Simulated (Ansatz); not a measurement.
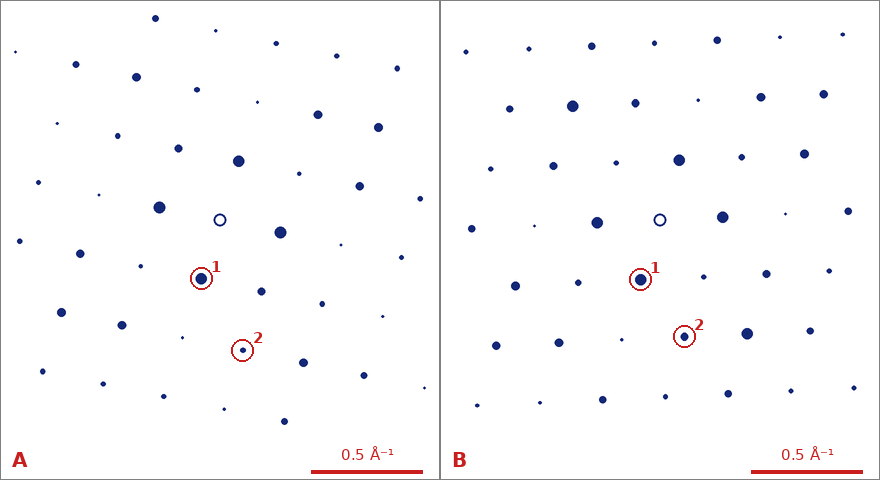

Kinematic electron diffraction patterns (200 kV, B = 0.5 Å², same scale) along [111] of the run's own cell, for the start and the end of one relaxation of Br with DFT, PAW plane waves, pbe in Ansatz. k mesh 8×8×4. The start is a generated model structure, and the relaxation ends in the nearest stationary point of its symmetry, not necessarily the ground state. Spot 1 is -1 0 1 and spot 2 is -2 -1 3 in both.

Start structure:

```
Br
1.0
     3.35405    2.39956    0.00000
     3.35405   -2.39956    0.00000
     0.00000    0.00000   -8.75572
Br
4
Direct
  0.13000 0.87000 0.90000
  0.37000 0.63000 0.40000
  0.87000 0.13000 0.10000
  0.63000 0.37000 0.60000
```

Which pattern belongs to the start structure, and which to the relaxed one?

Answer. A is the start: its cell gives d(1) = 3.565 Å, d(2) = 1.665 Å and an angle of 27.7°. B is the relaxed structure, with d(1) = 3.503 Å (-1.7 %), d(2) = 1.844 Å (+10.8 %) and 29.6°.

Name reflections whose intensity changes strongly on relaxation.

Answer. 1 1 -2 goes from 22 to 2.7 % of the strongest spot; 1 -1 0 goes from 0.76 to 9.1 % of the strongest spot; 1 2 -3 goes from 4.1 to 24 % of the strongest spot.

Summarise the relaxation behind the change.

Answer. The volume changed by +14.0 % to 40.15 Å³ an atom; with the mean shift removed, the atoms moved by up to 0.17 Å relative to the cell (Br most); the space group stayed Cmce (No. 64); the free energy fell by 190 meV an atom. Relaxed cell: a = 4.815 Å, b = 4.815 Å, c = 8.720 Å, α = 90.00°, β = 90.00°, γ = 52.60°.
